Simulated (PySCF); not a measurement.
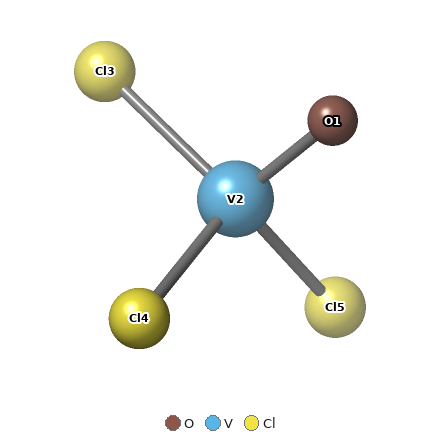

VOCl₃, SMILES [O]=[V]([Cl])([Cl])[Cl], singlet. Vertical core-electron binding energies by ΔSCF (SCAN, unc-def2-TZVP on the ionised atom, pcseg-1 elsewhere, spin-free X2C; PySCF, at a PBE0-D3(BJ)/def2-SVP geometry (no frequency check)), gas phase, against the vacuum level. One atom of each kind was ionised; within a panel, areas follow the number of like atoms and 2j + 1 (2p levels are split by first-order spin-orbit coupling, an approximation), Gaussians of 0.6 eV full width. Only the regions named are shown.

Predict the Cl 2p photoelectron lines.

```
   level          atoms  binding energy (eV)
Cl 2p1/2  Cl3, Cl4, Cl5                208.0
Cl 2p3/2  Cl3, Cl4, Cl5                206.3
```

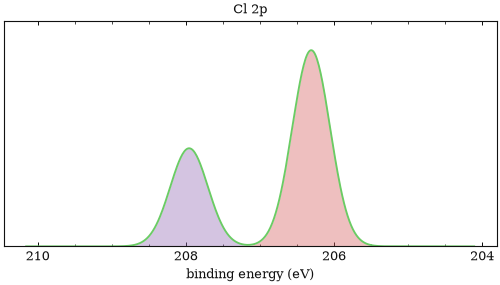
